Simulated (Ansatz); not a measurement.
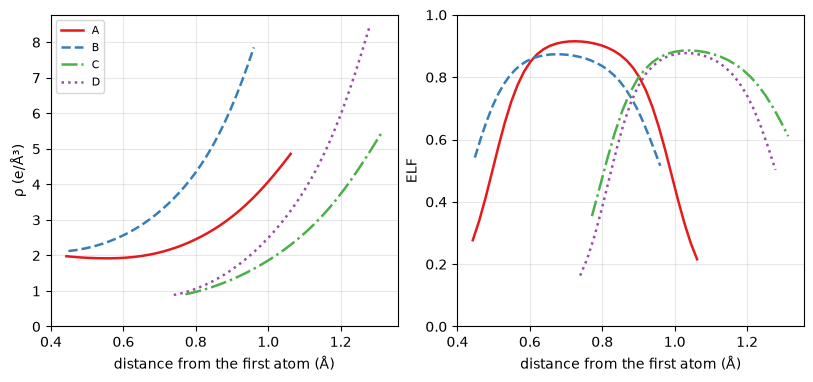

The picture shows: CH2F4OSi (SMILES F[SiH2]OC(F)(F)F). Electron density and ELF along straight lines between neighbouring atoms. The curves leave out the atomic cores.

Theory: SCF B3LYP, Gaussian basis (Ansatz).

Input

```
crystal:
  periodic: [false, false, false]
  atoms:
    - { symbol: F, position_ang: [0.49, -1.1685, -2.4219] }
    - { symbol: Si, position_ang: [0.6011, -0.668, -0.9085] }
    - { symbol: O, position_ang: [-0.7558, 0.2124, -0.5013] }
    - { symbol: C, position_ang: [-0.646, 0.6926, 0.8261] }
    - { symbol: F, position_ang: [0.3268, 1.4987, 1.0338] }
    - { symbol: F, position_ang: [-1.8567, 1.3945, 1.0404] }
    - { symbol: F, position_ang: [-0.6549, -0.3349, 1.7168] }
    - { symbol: H, position_ang: [1.8645, 0.1801, -0.7904] }
    - { symbol: H, position_ang: [0.7195, -1.8531, -0.012] }
basis:
  gaussian:
    orbitals: def2-SVP
hamiltonian:
  xc: b3lyp
output:
  orbitals: {}
```

Run with:

```sh
python run_energy.py
```

Which curve belongs to which contact (C–F, C–O, Si–F and Si–O)? The first atom named is at distance zero.

Answer. Curve A: C–O (1.42 Å): the density is about 2.1 e/Å³ at the midpoint; the ELF peaks at about 0.90 between the atoms (a polar covalent bond). Curve B: C–F (1.28 Å): the density is about 2.8 e/Å³ at the midpoint; the ELF peaks at about 0.85 between the atoms: a shared but strongly polarised pair. Curve C: Si–O (1.67 Å): ρ at the midpoint is about 1.1 e/Å³; the ELF peaks at about 0.90 between the atoms, as expected for a shared but strongly polarised pair. Curve D: Si–F (1.60 Å): the density is about 1.1 e/Å³ at the midpoint; the ELF peaks at about 0.90 in the valence shell of F, 0.6 Å from its nucleus, and is about 0.40 at the midpoint.
